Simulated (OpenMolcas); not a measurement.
**HNO2 (SMILES O=NO) at PBE/def2-SVP**

What is the vertical singlet–triplet gap of HNO2 at PBE/def2-SVP? 

The results are computed with OpenMolcas 26.06.

### Step 1. The molecule

HNO2 has 4 atoms, charge 0, and is taken as a singlet. As SMILES, `O=NO`. The coordinates come from a GFN2-xTB relaxation.

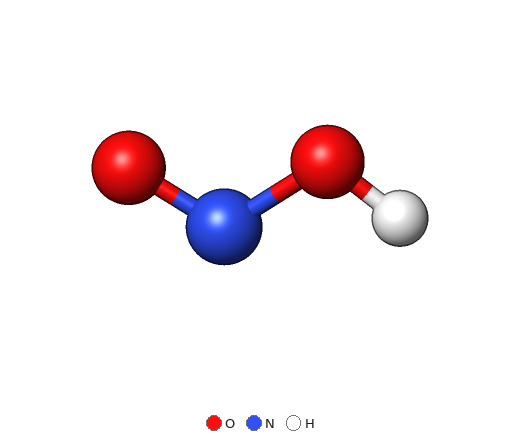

Viewed from a chosen angle; oxygen red, nitrogen blue, hydrogen white.

### Step 2. A single-point energy at PBE/def2-SVP

Input file job.input:

```
* HNO2 Kohn-Sham DFT

&GATEWAY
  BasLib=$CurrDir
  Coord
  4
  bohr
  O      0.80256669     0.08634159     2.78037294
  N      0.60340845    -0.77747112     0.73185313
  O     -0.67514245     0.78595599    -0.95499199
  H     -0.73081378    -0.09482646    -2.55723408
  Basis=def2-SVP
  Group=NoSym

&SEWARD

&SCF
  KSDFT=PBE
  PrOrbitals=0
```

The basis set def2-SVP is read from a file made from the Basis Set Exchange's data (not shown).

Launch:

```sh
export MOLCAS_MEM=1860
pymolcas job.input > job.log
```

Output (excerpt; [...] marks lines left out):

```text
--- Start Module: gateway ---
[...]
--- Stop Module: gateway /rc=_RC_ALL_IS_WELL_ ---
--- Start Module: seward ---
[...]
      Basis functions           47
--- Stop Module: seward /rc=_RC_ALL_IS_WELL_ ---
--- Start Module: scf ---
[...]
       Convergence after  16 Iterations
[...]
::    Total KS-DFT energy                            -205.3474560463
[...]
      Total spin, S                                     0.0000000000
[...]
      Total electronic charge=   24.000000
      Total            charge=   -0.000000
[...]
      Dipole Moment (debye):
      Origin of the operator (angstrom)=    0.1098    0.0334    0.4151
                   X= -4.1516E-01               Y= -5.0099E-01               Z= -2.1732E+00           Total=  2.2685E+00
      Quadrupole Moment (debye*angstrom):
[...]
--- Stop Module: scf /rc=_RC_ALL_IS_WELL_ ---
[...]
```

It took 3.9 s on 1 thread of Arm Neoverse V1, shared host; peak memory 0.38 GiB.

### Step 3. The triplet

Input file job.inp:

```
&gateway
 baslib = $CurrDir
 coord
 4
 bohr
 O      0.80256669     0.08634159     2.78037294
 N      0.60340845    -0.77747112     0.73185313
 O     -0.67514245     0.78595599    -0.95499199
 H     -0.73081378    -0.09482646    -2.55723408
 basis = def2-SVP
 group = NoSym

&seward

&scf
 uhf
 spin = 3
 ksdft = PBE
 prorbitals = 0
```

The basis set def2-SVP is read from a file made from the Basis Set Exchange's data (not shown).

Launch:

```sh
export MOLCAS_MEM=1860
pymolcas job.inp > job.log
```

Output (excerpt; [...] marks lines left out):

```text
--- Start Module: gateway ---
[...]
--- Stop Module: gateway /rc=_RC_ALL_IS_WELL_ ---
--- Start Module: seward ---
[...]
      Basis functions           47
--- Stop Module: seward /rc=_RC_ALL_IS_WELL_ ---
--- Start Module: scf ---
[...]
       Convergence after  19 Iterations
[...]
::    Total KS-DFT energy                            -205.2596715042
[...]
      Total spin, S                                     1.0009871531
[...]
      Total electronic charge=   24.000000
      Total            charge=   -0.000000
[...]
      Dipole Moment (debye):
      Origin of the operator (angstrom)=    0.1098    0.0334    0.4151
                   X= -4.0388E-01               Y= -6.2679E-01               Z= -2.3388E+00           Total=  2.4548E+00
      Quadrupole Moment (debye*angstrom):
[...]
--- Stop Module: scf /rc=_RC_ALL_IS_WELL_ ---
[...]
```

Run time: 5.4 s. Hardware: 1 thread of Arm Neoverse V1, shared host; peak memory 0.38 GiB.

### Step 4. What came out

At PBE/def2-SVP:

| quantity | value |
| --- | --- |
| singlet: total energy | -205.34746 Eh |
| singlet: dipole moment | 2.27 D |
| singlet: HOMO energy | -5.97 eV |
| singlet: LUMO energy | -3.08 eV |
| singlet: HOMO–LUMO gap | 2.89 eV |
| triplet: total energy | -205.25967 Eh |
| triplet: dipole moment | 2.45 D |
| triplet: HOMO energy (highest over α and β) | -3.38 eV |
| triplet: ⟨S²⟩ | 2.003 |
| vertical energy of the triplet above the singlet | 2.389 eV |

**Reading.** At this shape the triplet lies 2.39 eV (55 kcal/mol) above the singlet. Mulliken charges (singlet) run from -0.14 on O3 to +0.18 on H4.
